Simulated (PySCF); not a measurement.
```xyz
9
charge 0, multiplicity 1
Si   -0.3743   -0.4141   -1.0141
N    -0.0103   -0.3962    0.6997
H    -1.3372    0.6839   -1.2605
H     0.9032   -0.1862   -1.7284
H    -0.9692   -1.6961   -1.4808
H     0.6807    1.1647    1.0864
Cl    1.2036    2.3609    1.3621
H     0.6969   -1.0498    1.0106
H    -0.8050   -0.4611    1.3230
```

Work out the structure from the coordinates.

It has 9 atoms: 1 chlorine, 6 hydrogen, 1 nitrogen and 1 silicon (ClH₆NSi). Judged by distances it falls into 2 fragments: H5NSi, HCl. The point group is Cs. Coordination, clear cases only: 1 Si tetrahedral.

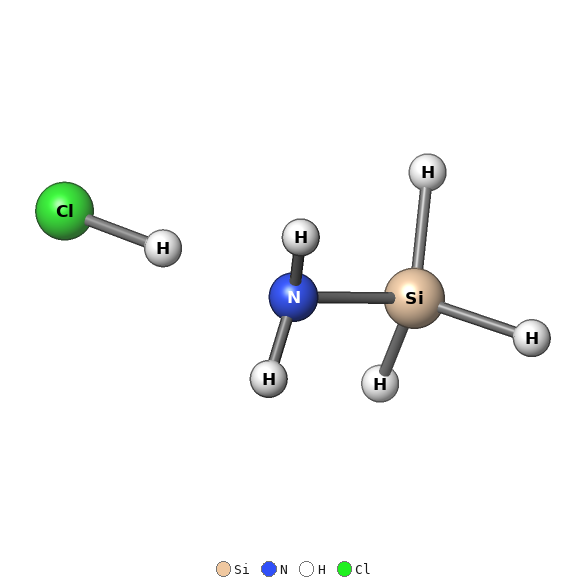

Source: calculation with PySCF.
